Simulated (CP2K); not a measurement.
# BLYP-D3(BJ)/DZVP-MOLOPT-SR-GTH (core potential) run of Si2H2OF2 (SMILES F[Si]1(F)O[SiH2]1)

What is the vertical ionisation energy of Si2H2OF2 at BLYP-D3(BJ)/DZVP-MOLOPT-SR-GTH (core potential)? 

Program for the calculation: CP2K 2026.2.

1 further run of the same task is left out (set aside as unsound or not needed).

## 1. The system as given

The species is Si2H2OF2 (7 atoms), meant as a singlet with charge 0. SMILES: `F[Si]1(F)O[SiH2]1`. Geometry: relaxed at PBE0-D4/def2-TZVP.

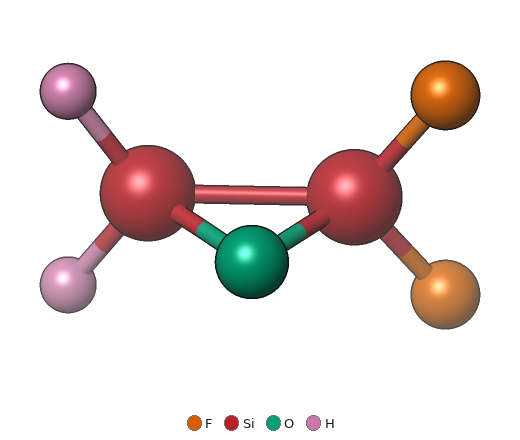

The structure, seen from a chosen angle (fluorine orange, silicon red, oxygen teal, hydrogen pink).

## 2. The energy at BLYP-D3(BJ)/DZVP-MOLOPT-SR-GTH (core potential)

mol.inp

```
&GLOBAL
 PROJECT mol
 RUN_TYPE ENERGY
 PRINT_LEVEL MEDIUM
&END

&FORCE_EVAL
 METHOD QUICKSTEP
 &DFT
  BASIS_SET_FILE_NAME BASIS_MOLOPT
  POTENTIAL_FILE_NAME GTH_POTENTIALS
  CHARGE 0
  MULTIPLICITY 1
  ! Quickstep
  &QS
   METHOD GPW
   EPS_DEFAULT 1.0E-10
  &END
  ! real-space grids
  &MGRID
   CUTOFF 400
   REL_CUTOFF 50
   NGRIDS 4
  &END
  &POISSON
   PERIODIC NONE
   POISSON_SOLVER MULTIPOLE
  &END
  &SCF
   SCF_GUESS ATOMIC
   EPS_SCF 1.0E-06
   MAX_SCF 30
   &OT ON
    MINIMIZER DIIS
    PRECONDITIONER FULL_SINGLE_INVERSE
   &END
   &OUTER_SCF
    EPS_SCF 1.0E-06
    MAX_SCF 5
   &END
  &END
  ! functional
  &XC
   &XC_FUNCTIONAL BLYP
   &END
   &VDW_POTENTIAL
    POTENTIAL_TYPE PAIR_POTENTIAL
    &PAIR_POTENTIAL
     TYPE DFTD3(BJ)
     PARAMETER_FILE_NAME dftd3.dat
     REFERENCE_FUNCTIONAL BLYP
     R_CUTOFF 15
    &END
   &END
  &END
  &PRINT
   &MOMENTS
    PERIODIC F
    REFERENCE COM
    MAX_MOMENT 1
   &END
   &MO_CUBES
    NLUMO 3
    NHOMO -1
    WRITE_CUBE F
   &END
   &HIRSHFELD OFF
   &END
  &END
 &END
 ! atoms, cell and kinds
 &SUBSYS
  ! box in angstrom
  &CELL
   ABC [angstrom] 8.9 11.5 10.2
   PERIODIC NONE
  &END
  &COORD
   UNIT bohr
   F      0.8016218    -3.0464275     3.2008181
   Si     0.0716206    -1.9388590     0.5293123
   F     -0.3669848    -4.3236934    -1.2077240
   O      2.0853128     0.1472097    -0.6086808
   Si    -0.5759885     2.0004641    -0.4399282
   H     -0.3822916     4.1362325     1.3606028
   H     -1.5170721     2.8965722    -2.9205717
  &END
  &TOPOLOGY
   &CENTER_COORDINATES
   &END
  &END
  &KIND F
   BASIS_SET DZVP-MOLOPT-SR-GTH-q7
   POTENTIAL GTH-BLYP-q7
  &END
  &KIND Si
   BASIS_SET DZVP-MOLOPT-SR-GTH-q4
   POTENTIAL GTH-BLYP-q4
  &END
  &KIND O
   BASIS_SET DZVP-MOLOPT-SR-GTH-q6
   POTENTIAL GTH-BLYP-q6
  &END
  &KIND H
   BASIS_SET DZVP-MOLOPT-SR-GTH-q1
   POTENTIAL GTH-BLYP-q1
  &END
 &END
&END
```

Started as:

```sh
$ OMP_NUM_THREADS=1 cp2k.psmp mol.inp > mol.out
```

Log, shortened:

```text
CP2K| version string:                                       CP2K version 2026.2
[...]
 GLOBAL| Method name                                                        CP2K
[...]
 GLOBAL| Run type                                                         ENERGY
[...]
 DFT| Spin restricted Kohn-Sham (RKS) calculation                            RKS
 DFT| Multiplicity                                                             1
[...]
 DFT| Charge                                                                   0
[...]
 FUNCTIONAL| BECKE88:
 FUNCTIONAL| LYP:
[...]
 QS| Method:                                                                 GPW
[...]
 QS| Density cutoff [a.u.]:                                                200.0
[...]
 QS| Relative density cutoff [a.u.]:                                        25.0
[...]
                             - Atoms:                                          7
[...]
                             - Spherical basis functions:                     75
[...]
 Number of electrons:                                                         30
[...]
     1 OT DIIS     0.80E-01    0.7     0.15498974       -71.1135445961 -7.11E+01
[...]
     4 OT DIIS     0.80E-01    0.8     0.00000075       -73.6117635494 -3.22E-10
  *** SCF run converged in     4 steps ***
[...]
  Overlap energy of the core charge distribution:               0.00000004539156
  Self energy of the core charge distribution:               -194.33677079847953
  Core Hamiltonian energy:                                     54.03888899555165
  Hartree energy:                                              82.71595073290382
  Exchange-correlation energy:                                -16.01827696641471
  Dispersion energy:                                           -0.01155555836249
  Total energy:                                               -73.61176354940970
[...]
                     Mulliken Population Analysis
 #  Atom  Element  Kind  Atomic population                           Net charge
       1     F        1          7.305840                             -0.305840
       2     Si       2          3.190754                              0.809246
       3     F        1          7.307301                             -0.307301
       4     O        3          6.444161                             -0.444161
       5     Si       2          3.824983                              0.175017
       6     H        4          0.963623                              0.036377
       7     H        4          0.963337                              0.036663
 # Total charge                             30.000000                  0.000000
[...]
  Dipole moment [Debye]
    X= -0.1494062E+01 Y=  0.1836824E+01 Z= -0.1376233E+00  Total=      2.3717254
[...]
 HOMO - LUMO gap [eV] :    4.262735
 ENERGY| Total FORCE_EVAL ( QS ) energy [hartree]            -73.611763549409702
[...]
```

Wall time 28 s (1 thread of Arm Neoverse V2, shared host); peak memory 0.82 GiB.

## 3. The doublet cation, same level

run.inp

```
&GLOBAL
    PROJECT_NAME run
    RUN_TYPE ENERGY
    PRINT_LEVEL MEDIUM
&END GLOBAL
&FORCE_EVAL
    METHOD Quickstep
    &DFT
        BASIS_SET_FILE_NAME BASIS_MOLOPT
        POTENTIAL_FILE_NAME GTH_POTENTIALS
        CHARGE 1
        MULTIPLICITY 2
        UNRESTRICTED_KOHN_SHAM T
        &QS
            METHOD GPW
            EPS_DEFAULT 1.0E-10
        &END QS
        &MGRID
            CUTOFF 400
            REL_CUTOFF 50
            NGRIDS 4
        &END MGRID
        &POISSON
            PERIODIC NONE
            POISSON_SOLVER MULTIPOLE
        &END POISSON
        &SCF
            SCF_GUESS ATOMIC
            EPS_SCF 1.0E-06
            MAX_SCF 50
            &OT
                MINIMIZER DIIS
                PRECONDITIONER FULL_ALL
            &END OT
            &OUTER_SCF
                EPS_SCF 1.0E-06
                MAX_SCF 8
            &END OUTER_SCF
        &END SCF
        &XC
            &XC_FUNCTIONAL BLYP
            &END XC_FUNCTIONAL
            &VDW_POTENTIAL
                POTENTIAL_TYPE PAIR_POTENTIAL
                &PAIR_POTENTIAL
                    TYPE DFTD3(BJ)
                    PARAMETER_FILE_NAME dftd3.dat
                    REFERENCE_FUNCTIONAL BLYP
                    R_CUTOFF 15
                &END PAIR_POTENTIAL
            &END VDW_POTENTIAL
        &END XC
        &PRINT
            &MOMENTS
                PERIODIC F
                REFERENCE COM
                MAX_MOMENT 1
            &END MOMENTS
            &MO_CUBES
                NLUMO 3
                NHOMO -1
                WRITE_CUBE F
            &END MO_CUBES
            &HIRSHFELD OFF
            &END HIRSHFELD
        &END PRINT
    &END DFT
    &SUBSYS
        &CELL
            ABC 8.9 11.5 10.2
            PERIODIC NONE
        &END CELL
        &COORD
            F      0.424200    -1.612100     1.693800
            Si     0.037900    -1.026000     0.280100
            F     -0.194200    -2.288000    -0.639100
            O      1.103500     0.077900    -0.322100
            Si    -0.304800     1.058600    -0.232800
            H     -0.202300     2.188800     0.720000
            H     -0.802800     1.532800    -1.545500
        &END COORD
        &TOPOLOGY
            &CENTER_COORDINATES
            &END CENTER_COORDINATES
        &END TOPOLOGY
        &KIND F
            BASIS_SET DZVP-MOLOPT-SR-GTH-q7
            POTENTIAL GTH-BLYP-q7
        &END KIND
        &KIND Si
            BASIS_SET DZVP-MOLOPT-SR-GTH-q4
            POTENTIAL GTH-BLYP-q4
        &END KIND
        &KIND O
            BASIS_SET DZVP-MOLOPT-SR-GTH-q6
            POTENTIAL GTH-BLYP-q6
        &END KIND
        &KIND H
            BASIS_SET DZVP-MOLOPT-SR-GTH-q1
            POTENTIAL GTH-BLYP-q1
        &END KIND
    &END SUBSYS
&END FORCE_EVAL
```

Started as:

```sh
$ OMP_NUM_THREADS=1 cp2k.psmp -i run.inp -o run.out
```

Log, shortened:

```text
CP2K| version string:                                       CP2K version 2026.2
[...]
 GLOBAL| Method name                                                        CP2K
[...]
 GLOBAL| Run type                                                         ENERGY
[...]
 DFT| Spin unrestricted (spin-polarized) Kohn-Sham calculation               UKS
 DFT| Multiplicity                                                             2
[...]
 DFT| Charge                                                                   1
[...]
 FUNCTIONAL| BECKE88:
 FUNCTIONAL| LYP:
[...]
 QS| Method:                                                                 GPW
[...]
 QS| Density cutoff [a.u.]:                                                200.0
[...]
 QS| Relative density cutoff [a.u.]:                                        25.0
[...]
                             - Atoms:                                          7
[...]
                             - Spherical basis functions:                     75
[...]
 Number of electrons:                                                         15
[...]
     1 OT DIIS     0.15E+00    1.5     0.11216547       -70.3826729443 -7.04E+01
[...]
    43 OT DIIS     0.15E+00    1.7     0.00000083       -73.2567370339 -9.11E-10
  *** SCF run converged in    43 steps ***
[...]
  Overlap energy of the core charge distribution:               0.00000004539155
  Self energy of the core charge distribution:               -194.33677079847953
  Core Hamiltonian energy:                                     53.58330767589891
  Hartree energy:                                              83.18577904091799
  Exchange-correlation energy:                                -15.67749743933735
  Dispersion energy:                                           -0.01155555832940
  Total energy:                                               -73.25673703393784
[...]
  Dipole moment [Debye]
    X= -0.2639375E+01 Y=  0.5227557E+01 Z= -0.8160225E+00  Total=      5.9126597
[...]
 HOMO - LUMO gap [eV] :    1.567431
 ENERGY| Total FORCE_EVAL ( QS ) energy [hartree]            -73.256737033937839
[...]
```

It took 73 s on 1 thread of Arm Neoverse V2, shared host; peak memory 1.1 GiB.

## 4. Outcome

Level: BLYP-D3(BJ)/DZVP-MOLOPT-SR-GTH (core potential).

```
                                          quantity          value
                    singlet Si2H2OF2: total energy   -73.61176 Eh
                   singlet Si2H2OF2: dipole moment         2.37 D
                     singlet Si2H2OF2: HOMO energy       -6.30 eV
                     singlet Si2H2OF2: LUMO energy       -2.04 eV
                   singlet Si2H2OF2: HOMO–LUMO gap        4.26 eV
               singlet Si2H2OF2: dispersion energy  -30.34 kJ/mol
                      doublet cation: total energy   -73.25674 Eh
doublet cation: HOMO energy (highest over α and β)      -14.28 eV
 doublet cation: LUMO energy (lowest over α and β)      -12.95 eV
                 doublet cation: dispersion energy  -30.34 kJ/mol
                              doublet cation: ⟨S²⟩          0.753
vertical ionisation energy (to the doublet cation)       9.661 eV
```

**Reading.** The vertical ionisation energy comes to 9.66 eV (932 kJ/mol). −ε(HOMO) before ionisation, 6.30 eV, is 3.36 eV below this ionisation energy.
